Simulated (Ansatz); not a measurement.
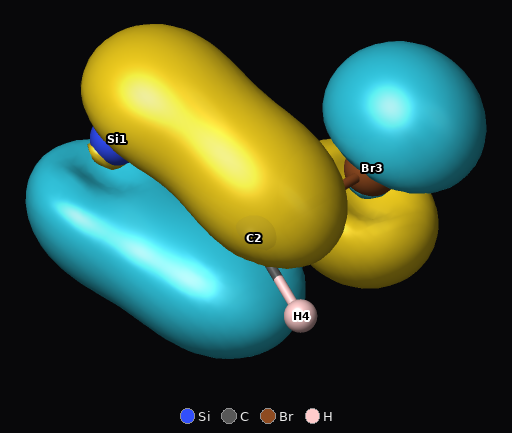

The picture shows: CHBrSi. One frontier orbital at ±0.15 Å⁻³ᐟ² (yellow and cyan are the two phases), seen at an oblique angle.

All numbers below come from UKS B3LYP/def2-SVP (Ansatz).

Which orbital is it: HOMO or LUMO?

Answer. The HOMO, at −5.99 eV. By Hirshfeld shares it lies mainly on C2 (about 35 %), Si1 (about 35 %) and Br3 (about 30 %); it changes sign across the molecular plane (π type); π-bonding across Si1–C2; π-antibonding (a node) across C2–Br3.
